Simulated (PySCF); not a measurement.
SMILES C[Si](C)(Cl)Br, singlet at its B3LYP/def2-SVP optimised geometry (Å):

```
11

C     -1.3951    -1.8127    -1.5698
Si    -0.7987    -0.9911     0.0000
C     -1.3927    -1.8137     1.5701
Cl    -1.4550     0.9911     0.0000
Br     1.4550    -0.9911     0.0000
H     -1.0458    -2.8567    -1.6147
H     -1.0163    -1.2811    -2.4559
H     -2.4968    -1.8074    -1.6053
H     -1.0128    -1.2827     2.4559
H     -1.0424    -2.8575     1.6135
H     -2.4944    -1.8094     1.6076
```

Computed with B3LYP/def2-TZVP (PySCF 2.14.0). Cells within 0.4 Å of a nucleus heavier than hydrogen are left out (blank, or x).

Map of the Laplacian of the electron density (e/bohr⁵), clipped to [-1.50, 1.50] on the plane z = 0.0 Å:

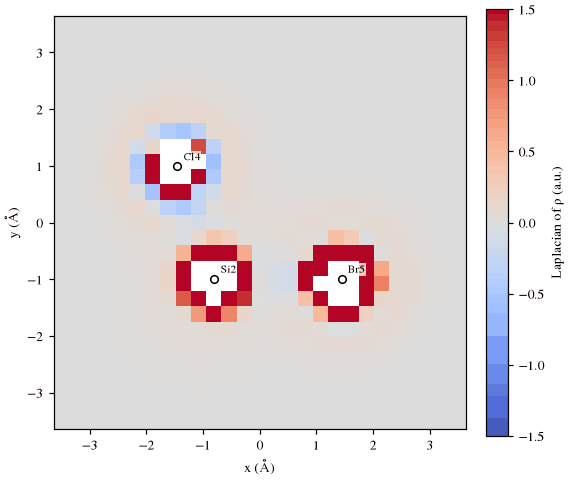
*Laplacian of the electron density (e/bohr⁵), clipped to [-1.50, 1.50] on the plane z = 0.0 Å.*
